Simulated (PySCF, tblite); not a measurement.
**C6H11NOSi: geometry, infrared bands and NMR shifts**

What infrared bands and NMR shifts should C6H11NOSi (`C[C@@H]1C=C(C(N)=O)C[SiH2]1`) show?

Computed with tblite 0.8.0 and PySCF 2.14.0, with density-fitted response routines of our own, on a single molecule in the gas phase. Atoms are numbered from 0 throughout.

**1. The starting structure**

20 atoms, charge 0, multiplicity 1; geometry from: force field or distance geometry start.

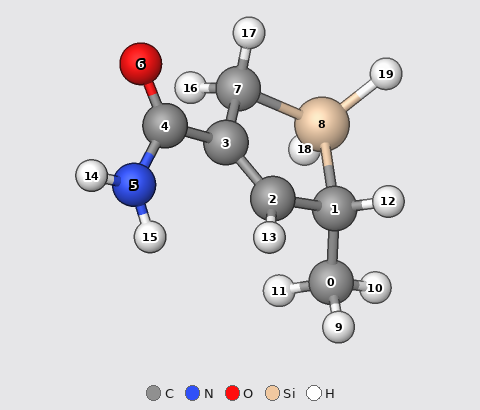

As it starts; carbon grey, nitrogen blue, oxygen red, silicon light orange, hydrogen white, atoms numbered.

**2. Relaxing the molecule with GFN2-xTB**

Job settings and geometry (Å):

```
{"job": {"kind": "relax", "xc": "GFN2-xTB", "basis": "xTB"}, "charge": 0, "multiplicity": 1}
C     -2.164700     1.327800    -0.073100
C     -1.295800     0.425900     0.768100
C      0.195600     0.682800     0.539700
C      0.966300    -0.322500     0.104200
C      2.427100    -0.216700    -0.122200
N      2.867500     1.003900    -0.530600
O      3.182800    -1.170600    -0.036400
C      0.353800    -1.694200    -0.072300
Si    -1.483300    -1.479000     0.373000
H     -2.014600     2.381100     0.193300
H     -3.237300     1.106000     0.085000
H     -1.971000     1.214800    -1.141600
H     -1.521500     0.562700     1.851000
H      0.579600     1.675800     0.747100
H      3.857400     1.109100    -0.715200
H      2.263000     1.793100    -0.683100
H      0.447200    -2.026800    -1.111700
H      0.806400    -2.441400     0.588800
H     -2.385400    -1.681300    -0.790800
H     -1.878400    -2.239900     1.589800
```

Run with:

```
OMP_NUM_THREADS=1 python probes_run.py task.json out
```

This one command runs all jobs of the session in turn.

The log of the run:

```text
step      E/eV     max force
  0    -738.70519    1.317
  1    -738.76097    0.604
  2    -738.78646    0.517
  3    -738.80290    0.457
  4    -738.81047    0.200
  5    -738.81413    0.163
  6    -738.81804    0.239
  7    -738.82209    0.226
  8    -738.82420    0.118
  9    -738.82546    0.095
 10    -738.82624    0.060
 11    -738.82676    0.050
 12    -738.82709    0.044
 13    -738.82735    0.040
 14    -738.82760    0.039
 15    -738.82784    0.038
 16    -738.82801    0.027
 17    -738.82812    0.020
 18    -738.82820    0.020
 19    -738.82829    0.022
 20    -738.82839    0.020
 21    -738.82846    0.025
 22    -738.82854    0.024
 23    -738.82861    0.021
 24    -738.82869    0.020
 25    -738.82876    0.019
 26    -738.82882    0.018
 27    -738.82889    0.020
 28    -738.82895    0.022
 29    -738.82901    0.017
 30    -738.82906    0.016
 31    -738.82910    0.015
 32    -738.82913    0.013
 33    -738.82917    0.015
 34    -738.82921    0.015
 35    -738.82925    0.012
 36    -738.82928    0.012
 37    -738.82931    0.015
 38    -738.82934    0.016
 39    -738.82937    0.016
 40    -738.82940    0.015
 41    -738.82943    0.012
 42    -738.82945    0.010
 43    -738.82947    0.009
```

It took 0.36 s on 1 thread of Arm Neoverse V1, shared host; peak memory 0.18 GiB.

Step by step: (not every step is listed)

```
step  energy from step 0 (eV)  largest force (eV/Å)
   0                   0.0000                1.3170
   1                  -0.0558                0.6040
   2                  -0.0813                0.5172
   3                  -0.0977                0.4572
   4                  -0.1053                0.2000
   5                  -0.1089                0.1625
   6                  -0.1128                0.2393
   7                  -0.1169                0.2263
   8                  -0.1190                0.1175
  11                  -0.1216                0.0497
  14                  -0.1224                0.0386
  17                  -0.1229                0.0202
  20                  -0.1232                0.0198
  23                  -0.1234                0.0209
  26                  -0.1236                0.0177
  29                  -0.1238                0.0169
  32                  -0.1239                0.0131
  35                  -0.1241                0.0119
  38                  -0.1241                0.0163
  39                  -0.1242                0.0165
  40                  -0.1242                0.0147
  41                  -0.1242                0.0118
  42                  -0.1243                0.0103
  43                  -0.1243                0.0092
```

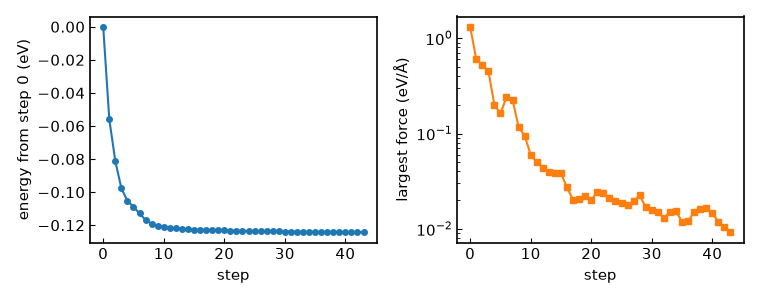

Energy and largest force along the relaxation.

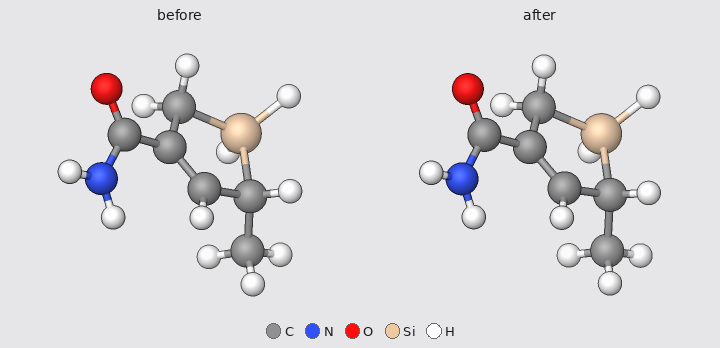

The geometry before (left) and after (right).

Distances of close pairs at the start and the end, largest changes first:

```
   bond  before (Å)  after (Å)  change (Å)
 C1–Si8       1.954      1.919      -0.035
  C1–C2       1.531      1.500      -0.030
Si8–H19       1.489      1.464      -0.024
  C0–C1       1.509      1.530      +0.021
Si8–H18       1.486      1.466      -0.021
 C0–H10       1.107      1.087      -0.019
 C1–H12       1.115      1.095      -0.019
  C2–C3       1.340      1.330      -0.009
```

The final coordinates are the input of the step that follows.

**3. Vibrational analysis with GFN2-xTB**

Job settings and geometry (Å):

```
{"job": {"kind": "ir", "xc": "GFN2-xTB", "basis": "xTB"}, "charge": 0, "multiplicity": 1}
C     -2.149984     1.335860    -0.064894
C     -1.287013     0.393915     0.777165
C      0.169163     0.653887     0.528094
C      0.947870    -0.334929     0.097292
C      2.411209    -0.221485    -0.135114
N      2.847371     1.006008    -0.522051
O      3.177956    -1.152722     0.005034
C      0.336576    -1.696900    -0.085427
Si    -1.495164    -1.472012     0.378223
H     -1.936954     2.377761     0.173719
H     -3.205161     1.152138     0.123147
H     -1.958761     1.182504    -1.125016
H     -1.498374     0.610006     1.830083
H      0.540541     1.651063     0.725720
H      3.831407     1.136420    -0.686202
H      2.220038     1.769412    -0.692626
H      0.494809    -2.036010    -1.110350
H      0.870719    -2.407582     0.545918
H     -2.406892    -1.690689    -0.748332
H     -1.914505    -2.245969     1.548644
```

The log of the run:

```text
mode    cm-1     km/mol
  1      34.3      3.92
  2      52.4      4.56
  3      97.4      2.22
  4     167.7     20.84
  5     222.9      2.97
  6     243.7    183.25
  7     261.2     11.62
  8     273.3      8.95
  9     329.2      8.74
 10     422.4      3.58
 11     448.0     14.17
 12     483.8     36.20
 13     503.8      1.71
 14     541.3      3.55
 15     548.1     19.86
 16     590.1     25.46
 17     644.7     94.23
 18     677.9     95.31
 19     684.8     60.08
 20     760.5     43.37
 21     773.0    186.19
 22     781.6    100.74
 23     842.9      8.93
 24     861.6     25.18
 25     960.8     13.00
 26    1003.7      8.27
 27    1021.1      9.43
 28    1073.2     18.70
 29    1095.6      5.14
 30    1096.8      5.87
 31    1106.4      2.79
 32    1212.1     47.71
 33    1231.6     39.31
 34    1268.1     35.97
 35    1285.7     34.22
 36    1306.9    104.02
 37    1410.8      0.51
 38    1446.8    144.79
 39    1455.2      9.83
 40    1505.4      2.27
 41    1508.7      2.52
 42    1690.2     62.55
 43    1729.3    457.82
 44    2246.5    388.25
 45    2257.5    271.12
 46    2915.6     46.61
 47    2968.1     24.41
 48    2996.8      6.16
 49    3001.8     46.06
 50    3026.3     38.03
 51    3034.6     32.39
 52    3044.7     64.40
 53    3476.5      8.41
 54    3557.3      3.87
```

It took 0.92 s on 1 thread of Arm Neoverse V1, shared host; peak memory 0.18 GiB.

Which atoms move in the most intense modes:

```
cm⁻¹  km/mol                        atoms
 244   183.2  H15 54 %, H14 18 %, N5 10 %
 773   186.2           H18 43 %, H19 42 %
 782   100.7  C7 39 %, Si8 25 %, H16 11 %
1307   104.0   C4 33 %, C3 28 %, H14 12 %
1447   144.8  H15 37 %, H14 31 %, N5 20 %
1729   457.8             C4 63 %, O6 33 %
2246   388.2                     H18 92 %
2258   271.1                     H19 92 %
```

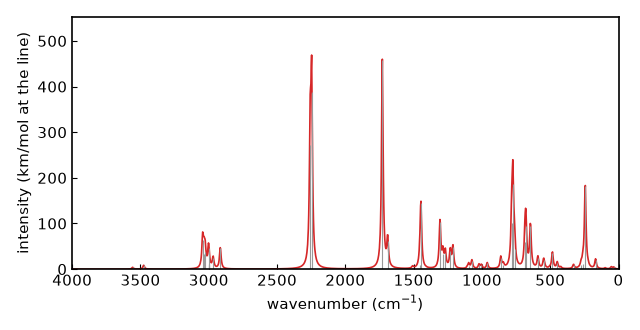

The infrared spectrum from these modes, unscaled. Lines are broadened to a width of 14 cm⁻¹ (Lorentzian).

**4. Shielding tensors: PBE0/pcSseg-1**

The job, as its differences from that of step 3:

```diff
@@ -1,2 +1,2 @@
-{"job": {"kind": "ir", "xc": "GFN2-xTB", "basis": "xTB"}, "charge": 0, "multiplicity": 1}
+{"job": {"kind": "nmr", "xc": "PBE0", "basis": "pcSseg-1"}, "charge": 0, "multiplicity": 1}
 C     -2.149984     1.335860    -0.064894
```

Level: GIAO PBE0/pcSseg-1 NMR shielding, non-relativistic, gas phase.

The log of the run:

```text
coarse grid: 17112 points
cycle   1  E = -653.9099351303  dE =  1.363e+00  |g| = 8.899e-01  |ddm| = 4.127e+00
cycle   2  E = -653.4262337720  dE =  4.837e-01  |g| = 1.784e+00  |ddm| = 2.811e+00
cycle   3  E = -654.0618508668  dE = -6.356e-01  |g| = 2.644e-01  |ddm| = 2.197e+00
cycle   4  E = -654.0763699744  dE = -1.452e-02  |g| = 8.313e-02  |ddm| = 3.060e-01
cycle   5  E = -654.0777810528  dE = -1.411e-03  |g| = 2.423e-02  |ddm| = 8.557e-02
cycle   6  E = -654.0779020452  dE = -1.210e-04  |g| = 9.588e-03  |ddm| = 2.961e-02
cycle   7  E = -654.0779239552  dE = -2.191e-05  |g| = 2.593e-03  |ddm| = 1.001e-02
cycle   8  E = -654.0779254137  dE = -1.459e-06  |g| = 6.327e-04  |ddm| = 2.708e-03
final grid: 160472 points
cycle   9  E = -654.1389011604  dE = -2.771e-05  |g| = 1.363e-02  |ddm| = 3.935e-02
cycle  10  E = -654.1388095650  dE =  9.160e-05  |g| = 2.555e-02  |ddm| = 3.328e-02
cycle  11  E = -654.1389385347  dE = -1.290e-04  |g| = 2.868e-03  |ddm| = 2.380e-02
cycle  12  E = -654.1389403157  dE = -1.781e-06  |g| = 2.757e-04  |ddm| = 2.696e-03
cycle  13  E = -654.1389403323  dE = -1.663e-08  |g| = 1.159e-04  |ddm| = 4.837e-04
cycle  14  E = -654.1389403352  dE = -2.865e-09  |g| = 3.690e-05  |ddm| = 1.305e-04
cycle  15  E = -654.1389403354  dE = -2.567e-10  |g| = 1.617e-05  |ddm| = 4.401e-05
converged SCF energy = -654.1389403354

GIAO shielding tensors (ppm)
atom      isotropic    diamagn.    paramagn.     s11        s22        s33       span
  0 C      165.714     245.940     -80.226    154.038    159.510    183.596     29.558
  1 C      157.740     252.630     -94.890    140.786    153.492    178.943     38.157
  2 C       39.187     257.651    -218.464    -62.864     51.946    128.479    191.343
  3 C       40.216     263.822    -223.606    -57.044     58.622    119.070    176.114
  4 C       18.131     242.565    -224.433    -72.631     30.741     96.284    168.914
  5 N      156.303     324.245    -167.942     67.995    155.271    245.643    177.647
  6 O      -81.526     398.180    -479.706   -382.068   -204.309    341.797    723.864
  7 C      170.272     251.234     -80.961    152.508    163.416    194.893     42.385
  8 Si     373.941     880.746    -506.805    329.332    369.540    422.951     93.620
  9 H       30.261      29.733       0.528     25.636     27.951     37.198     11.562
 10 H       30.298      28.617       1.682     25.467     28.030     37.399     11.932
 11 H       30.771      30.659       0.113     26.949     29.587     35.778      8.829
 12 H       29.346      31.809      -2.463     25.718     27.082     35.238      9.520
 13 H       25.447      36.014     -10.568     23.540     24.127     28.673      5.133
 14 H       27.195      29.014      -1.819     22.881     23.044     35.661     12.780
 15 H       26.479      35.353      -8.873     20.757     27.270     31.411     10.653
 16 H       29.940      30.842      -0.902     25.563     28.029     36.228     10.665
 17 H       29.195      30.405      -1.210     23.564     27.917     36.103     12.539
 18 H       27.604      29.497      -1.893     24.369     25.866     32.577      8.208
 19 H       27.255      29.318      -2.064     23.869     24.888     33.007      9.138
```

Wall time 60 s (1 thread of Arm Neoverse V1, shared host); peak memory 1 GiB.

The references, computed at this level on geometries of the same kind, shield at (ppm): 1H TMS 31.72, 13C TMS 186.9, 29Si TMS 349.2, 15N NH3 267.7, 17O H2O 336.1. Their shielding less the atom's gives the shift. The references are single molecules in the gas phase, so shifts against H2O, NH3, PH3, H3PO4 or CFCl3 are not on the usual liquid scales and can be off by tens of ppm. Atoms listed in one row are averaged.

```
       atoms                                                environment  σ (ppm)  δ (ppm)  δ scaled to CDCl3
          C4                                      amide carbonyl carbon     18.1    168.8              162.8
          C2                                 β carbon of a C=C–C=O unit     39.2    147.7              142.3
          C3                                 α carbon of a C=C–C=O unit     40.2    146.7              141.3
          C1                                allylic sp3 CH bonded to Si    157.7     29.2               26.6
          C0                                              methyl carbon    165.7     21.2               18.8
          C7                               allylic sp3 CH2 bonded to Si    170.3     16.7               14.3
         H13                   hydrogen on a β carbon of a C=C–C=O unit    25.45     6.27               6.02
         H15                         hydrogen on an amide-type nitrogen    26.48     5.24                  –
         H14                         hydrogen on an amide-type nitrogen    27.20     4.52                  –
         H19  hydrogen on a silicon bonded to 2 C, in a 5-membered ring    27.25     4.46                  –
         H18  hydrogen on a silicon bonded to 2 C, in a 5-membered ring    27.60     4.11                  –
         H17                hydrogen on an allylic sp3 CH2 bonded to Si    29.19     2.52               2.48
         H12                 hydrogen on an allylic sp3 CH bonded to Si    29.35     2.37               2.34
         H16                hydrogen on an allylic sp3 CH2 bonded to Si    29.94     1.78               1.78
H9, H10, H11                                hydrogen on a methyl carbon    30.44     1.27               1.31
          N5                                        amide-type nitrogen    156.3    111.4                  –
          O6                                 amide-type carbonyl oxygen    -81.5    417.6                  –
         Si8           silicon bonded to 2 C, 2 H, in a 5-membered ring    373.9    -24.8                  –
```

The scaled column applies a straight-line fit of computed shieldings to shifts measured in CDCl3 (root-mean-square error 0.16 ppm for H, 1.9 ppm for C).

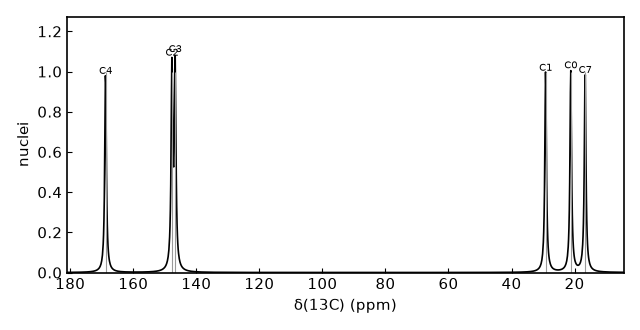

13C lines at the computed shifts, without couplings. Lines are broadened to a width of 0.61 ppm (Lorentzian).

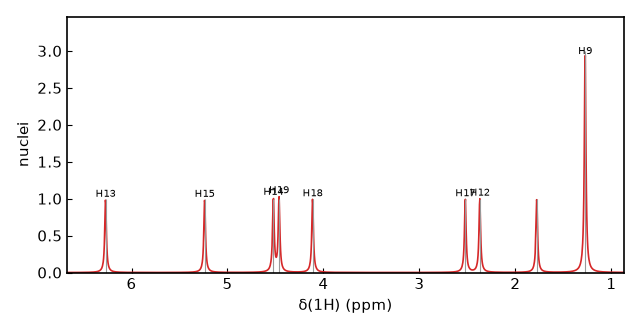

1H lines at the computed shifts, without couplings. Lines are broadened to a width of 0.02 ppm (Lorentzian).

The run also stored atomic charges by several schemes (e):

```
atoms  Mulliken    IAO  Hirshfeld  ESP fit
   C0     -0.22  -0.41      -0.12    -0.47
   C1     -0.53  -0.38      -0.11     0.31
   C2      0.00  -0.14      -0.04    -0.38
   C3     -0.35  -0.05      -0.01    -0.12
   C4      0.50   0.43       0.17     0.79
   N5     -0.41  -0.51      -0.18    -0.97
   O6     -0.43  -0.50      -0.30    -0.58
   C7     -0.42  -0.55      -0.16    -0.16
  Si8      0.73   0.75       0.35     0.29
```

IAO charges:

C0 -0.41; C1 -0.38; C2 -0.14; C3 -0.05; C4 0.43; N5 -0.51; O6 -0.50; C7 -0.55; Si8 0.75; H9 0.13; H10 0.14; H11 0.14; H12 0.15; H13 0.14; H14 0.28; H15 0.28; H16 0.16; H17 0.17; H18 -0.12; H19 -0.12

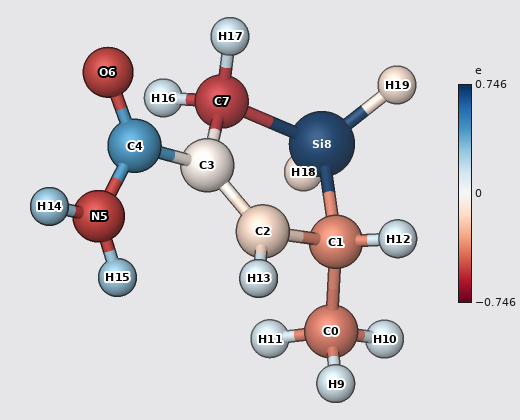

IAO charges, as colours on the atoms.

Mayer bond orders: C0–C1 1.02, C1–C2 1.03, C2–C3 1.78, C3–C4 0.95, C4–N5 1.21, C4–O6 1.94, C3–C7 1.06, C7–Si8 0.91, Si8–C1 0.86.

Ring of atoms C1, C2, C3, C7, Si8: NICS(0) -2.1, NICS(1) -2.8, NICS(1)zz -0.4 ppm (means of both faces).

Orbitals, density, ELF and potential are computed afterwards from the orbital file.

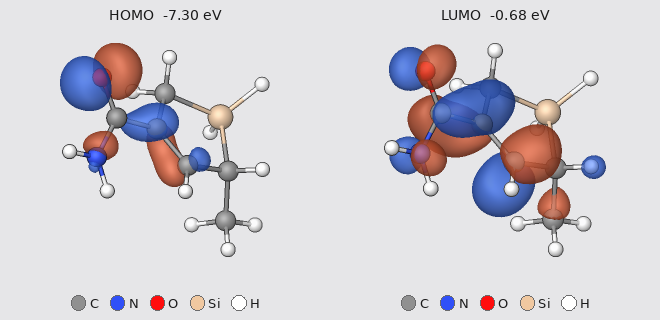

PBE0/pcSseg-1 orbitals near the gap, drawn at the value that encloses 70 % of each; the two colours are the two signs.

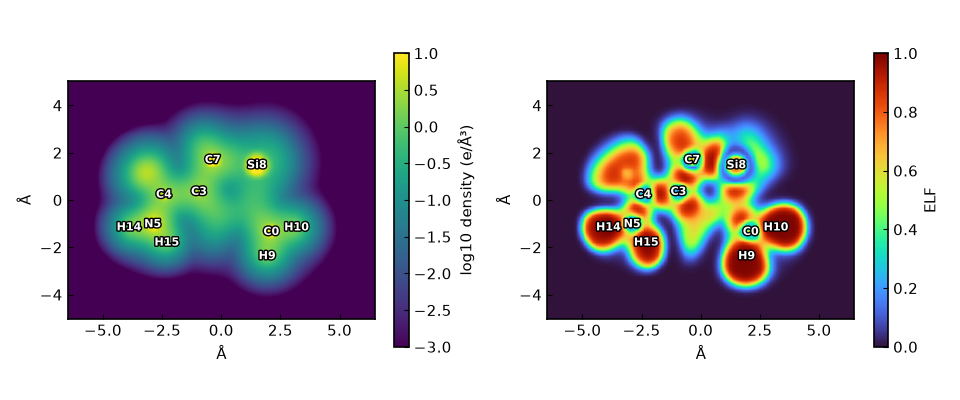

Density (left) and ELF (right) in a plane through or near 10 of the atoms.

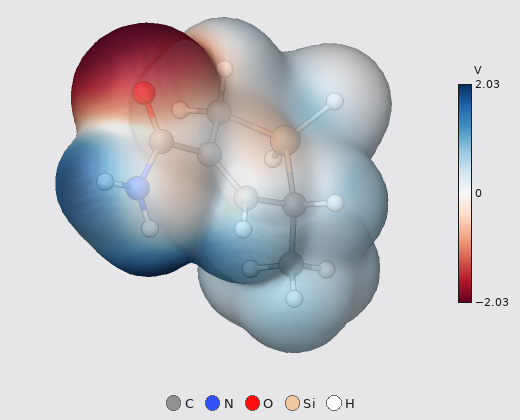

The potential that a unit positive charge feels on the 0.002 e/bohr³ surface, from -2.03 V near O6 to 1.85 V near H15.

**5. Summary of results**

```
                                                              quantity                                                     value
                             strongest single infrared mode (GFN2-xTB)                                     1729 cm⁻¹, 458 km/mol
                                          zero-point energy (GFN2-xTB)                                             97.5 kcal/mol
                                13C shifts against TMS (PBE0/pcSseg-1)                 168.8, 147.7, 146.7, 29.2, 21.2, 16.7 ppm
1H shifts against TMS (PBE0/pcSseg-1, means over atoms taken as alike)  6.27, 5.24, 4.52, 4.46, 4.11, 2.52, 2.37, 1.78, 1.27 ppm
                                15N shifts against NH3 (PBE0/pcSseg-1)                                                 111.4 ppm
                                17O shifts against H2O (PBE0/pcSseg-1)                                                 417.6 ppm
                               29Si shifts against TMS (PBE0/pcSseg-1)                                                 -24.8 ppm
                                 surface potential, least and greatest                                        -2.03 V and 1.85 V
```

What this shows: Relaxing lowered the energy by 0.124 eV in 43 steps; the close pair that moved most is C1–Si8, from 1.954 to 1.919 Å. All 54 modes are real, so the xTB geometry is a minimum. The strongest single mode, at 1729 cm⁻¹, moves mainly C4 and O6. GFN2-xTB is a fitted tight-binding method: band positions and strengths are rough. Its intensities can rank the bands wrongly. C4 (amide carbonyl carbon) lies farthest downfield among carbon, at 168.8 ppm; it is a carbonyl in resonance with an O or N lone pair, the region of acids, esters and amides. The most deshielded hydrogen is H13 (hydrogen on a β carbon of a C=C–C=O unit), at 6.27 ppm: a vinylic proton, deshielded by the sp2 carbon and the C=C anisotropy. At PBE0/pcSseg-1: The largest span, 724 ppm, is at O6, where the paramagnetic term is -480 ppm. At PBE0/pcSseg-1, counted by nearest atom on the grid, the HOMO lies on O6 63 %; C3 11 %, the LUMO on C2, C3 about 22 % each; C4 16 %.
